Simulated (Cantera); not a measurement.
Input: 1 mol CaO, 1.2 mol F₂, 8.3 mol H₂, at 1.00 bar.

Equilibrium computed with Cantera from the NASA thermochemical tables; the gas is ideal and each condensed phase is pure. Candidate condensed phases: Ca, CaF₂, CaO, Ca(OH)₂, H₂O; 29 gas species. Equilibrium is a limit: real reactors are often held back by kinetics, nucleation or transport.

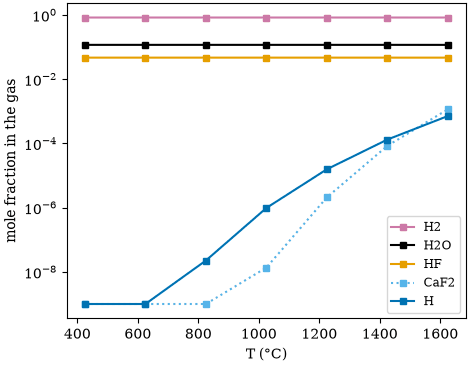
Figure: Equilibrium gas composition (values under 1e-9 drawn at 1e-9)

From 425 °C to 1225 °C the condensed part is CaF₂(s). From 1425 °C to 1625 °C the condensed part is CaF₂(l).
